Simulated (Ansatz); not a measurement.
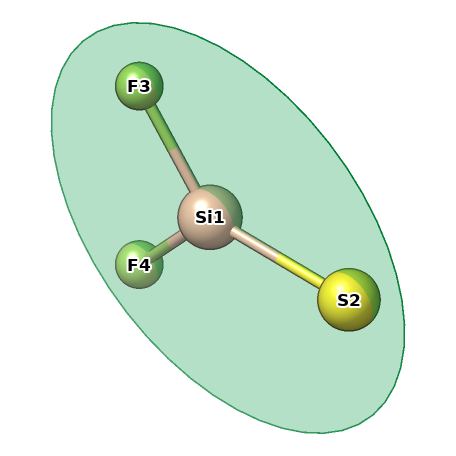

A disc through the centre of mass is drawn in. Depth is shown by fading: the farther an atom, the more it takes the colour of the background. The computed structure is the end point of a PBE0-D4/def2-TZVP optimisation.

Question: Is the plane of the disc a mirror plane of the structure?

Answer: Yes. The reflection leaves Si1, S2, F3, F4 in place. The point group is C2v.
